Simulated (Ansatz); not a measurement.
```cif
data_structure
_symmetry_space_group_name_H-M 'P 1'
_symmetry_Int_Tables_number 1
_cell_length_a 5.6590
_cell_length_b 5.6590
_cell_length_c 5.6590
_cell_angle_alpha 90.000
_cell_angle_beta 90.000
_cell_angle_gamma 90.000
_cell_volume 181.23
loop_
_atom_site_label
_atom_site_type_symbol
_atom_site_fract_x
_atom_site_fract_y
_atom_site_fract_z
_atom_site_occupancy
Zn1 Zn 0.75656 0.75656 0.75656 1
Zn2 Zn 0.75656 0.24344 0.24344 1
Zn3 Zn 0.24344 0.75656 0.24344 1
Zn4 Zn 0.24344 0.24344 0.75656 1
Se1 Se 0.50000 0.50000 0.00000 1
Se2 Se 0.50000 0.00000 0.50000 1
Se3 Se 0.00000 0.50000 0.50000 1
S1 S 0.00000 0.00000 0.00000 1
```

Space group P-43m; a structure generated by program, which may or may not match a known phase.

Theory: DFT PBE, scalar-relativistic, plane waves, PAW in Ansatz 0.2.0.

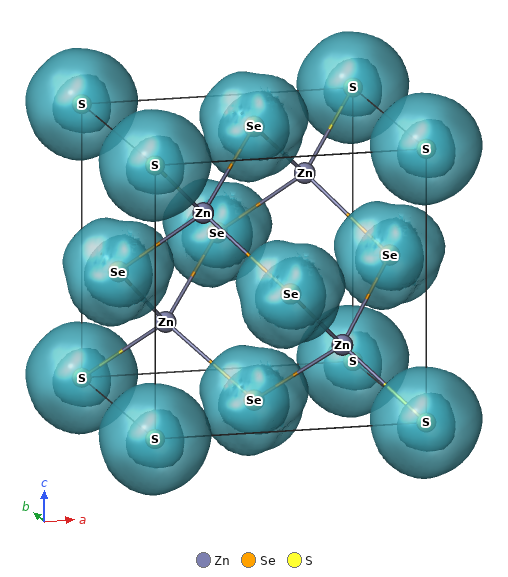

Zn₄Se₃S. Isosurface of the ELF at 0.75 (cyan), seen slightly off an axis. Only the valence region is drawn (cores and ρ < 0.01 e/Å³ removed). Sticks mark near contacts.

Core electrons are frozen (PAW), and the valence fields are smoothed inside the atomic spheres.

Question: Where are the electrons localised?

Answer: At this value the surface marks out one region wrapped around S (its valence shell) and three regions wrapped around Se (the valence shell of each), counted in one cell of 8 atoms. Any copies at cell faces, edges or corners count once. Profiles from the grid: Zn–S (2.39 Å): the ELF peaks at about 0.90 in the valence shell of S, 0.8 Å from its nucleus, and is about 0.55 at the midpoint. Zn–Se (2.47 Å): the ELF is about 0.60 at the midpoint.
